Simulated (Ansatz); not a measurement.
Input file:

```
basis:
  gaussian: {orbitals: def2-TZVPD}
crystal:
  periodic: [false, false, false]
  atoms:
    - {symbol: Cl, position_ang: [-0.195261, -1.307032, -0.941140]}
    - {symbol: Si, position_ang: [-4.005903, -0.654581, -0.558003]}
    - {symbol: Si, position_ang: [-1.864598, -0.071580, -1.036334]}
    - {symbol: H, position_ang: [-1.302348, 1.245063, -1.484270]}
magnetization: {spin_polarized: true, initial_magnetization: 2}
hamiltonian: {xc: {name: PBE0}}
output: {forces: true, orbitals: {seedname: orbitals}}
```

Run with:

```sh
ansatz run input.yaml --threads 1 --pin off --max-ram 2610MiB --events-out events.jsonl --progress --plain --runs-dir runs
```

Geometry: r2SCAN-D4/def2-SVP.

Theory: Ansatz, isolated molecule in a Gaussian basis; Kohn-Sham density functional theory, functional PBE0.

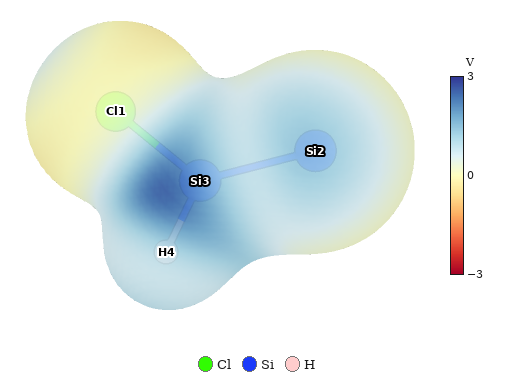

ClHSi$_{2}$ (SMILES [Si]=[SiH]Cl) (triplet). The electrostatic potential painted on the density surface at 0.004 e/bohr³, seen across its widest extent; the colour scale runs from red (negative) to blue (positive).

Q: Describe the electrostatic potential map.

A: The most negative region (about −0.2 V) lies over Cl1, the most positive (about +2.5 V) over Si3. Cl1 shows a σ-hole: about +0.5 V at the tip opposite its bond, against about −0.1 V on its flanks.
